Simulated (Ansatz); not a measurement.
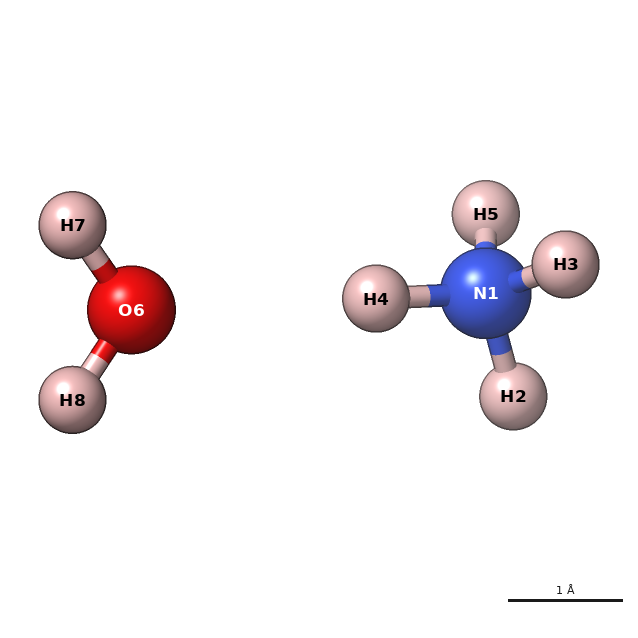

Figure made from data computed with Ansatz.

The species has charge +1 and is a spin singlet. Geometry: a pair of rigid molecules at a changed separation.

Find the hydrogen bonds (donors O, N, F, S or Cl) and give their geometry.

```csv
D–H···A,D–H (Å),H···A (Å),angle (°),kind
N1–H4···O6,1.07,2.39,180,intermolecular
```
